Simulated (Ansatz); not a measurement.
## Converging the plane-wave cutoff: LaNi₂B₂C (I4mm, 6 atoms in the cell)

```xyz
6
Lattice="-1.8798 1.8798 4.8846 1.8798 -1.8798 4.8846 1.8798 1.8798 -4.8846" Properties=species:S:1:pos:R:3 pbc="T T T"
La     0.0000     0.0000     0.0500
Ni     0.0000     1.8798     2.4423
Ni     1.8798     0.0000     2.4423
B      0.0000     0.0000     3.4010
B      0.0000     0.0000     6.3683
C      0.0000     0.0000     4.8846
```

Method of the run: PBEsol, default PAW files made with PBE (plane waves; Ansatz, a program for electronic structure).

Base settings: basis.ecutwfc = 420 eV; kpoints.mp_grid.grid = 8 8 8; hamiltonian.xc = pbesol; hamiltonian.pseudopotentials = {kind: paw} (the program's default PAW files); scf.occupations.method = fermi_dirac; scf.occupations.width = 0.1 eV.

The second cell is the first with its lattice scaled by 0.98.

The mesh stays at the base's, so the ladder's end is converged at best in this setting alone.

The first pressure column holds Ansatz's estimate of the finite-basis (Pulay) stress, which hides part of the cutoff error; the other is without it.

Only quantities that move along the ladder and can be compared are tabulated.

The count of work is k-points × plane waves × bands × iterations; it is no time. 

The starting cell comes from a database of computed structures (which also holds hypothetical and non-ambient phases and stackings), without a prior relaxation at this level. Its lattice was rescaled by up to half a per cent. One atom was moved a little off its site on purpose. Spin polarisation is off.

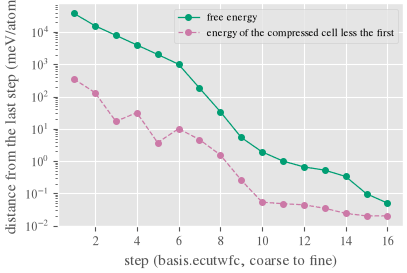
Figure: Distance from the last step along the ladder; very small values are drawn at a floor.

```csv
basis.ecutwfc,free energy less the last step's (meV/atom),energy of the compressed cell less the first (meV/atom),pressure (GPa),pressure without the Pulay estimate (GPa),largest difference of a force vector from the last step's (eV/Å),count of work / last
145 eV,37455.29,366.07,8.62,-1792.82,2.527,0.083
170 eV,15504.96,150.22,17.01,-834.38,0.655,0.093
190 eV,7858.19,1.82,1.72,-468.27,1.497,0.11
210 eV,3958.30,50.46,1.18,-261.14,1.281,0.11
230 eV,2009.21,15.05,-0.29,-147.57,0.827,0.13
250 eV,1000.16,28.82,0.11,-82.35,0.362,0.12
295 eV,183.50,23.43,-0.37,-20.69,0.014,0.16
335 eV,33.91,20.32,-1.20,-5.78,0.016,0.20
380 eV,5.41,19.02,-1.45,-2.10,0.005,0.23
420 eV,1.92,18.82,-1.49,-1.63,0.000,0.27
460 eV,1.00,18.81,-1.49,-1.54,0.001,0.31
505 eV,0.66,18.81,-1.49,-1.50,0.001,0.35
565 eV,0.52,18.80,-1.49,-1.50,0.001,0.42
630 eV,0.33,18.79,-1.49,-1.51,0.001,0.50
735 eV,0.10,18.77,-1.50,-1.50,0.000,0.54
840 eV,0.05,18.77,-1.50,-1.50,0.000,0.76
1010 eV,0.00,18.77,-1.50,-1.50,0.000,1.0
```

Coarsest basis.ecutwfc that holds the pressure within 0.2 GPa of the last step, with all finer ones: 380 eV, at 0.23 of the last step's count of work; the step before is off by 0.30 GPa.

Coarsest basis.ecutwfc that holds the free energy within 5 meV/atom of the last step, with all finer ones: 420 eV, at 0.27 of the last step's count of work; the step before is off by 5.4 meV/atom.

Coarsest basis.ecutwfc that holds the forces within 0.01 eV/Å of the last step, with all finer ones: 380 eV, at 0.23 of the last step's count of work; the step before is off by 0.016 eV/Å.

The energy difference between the two cells stays within 1 meV/atom of the last step's from 380 eV on, the total only from 505 eV on: much of the error is common to both cells and cancels.

At the lowest cutoff the pressure without the Pulay estimate lies 1790 GPa under the last step's, the usual sign of Pulay stress in an incomplete plane-wave basis.

Keys are those of Ansatz 0.2.
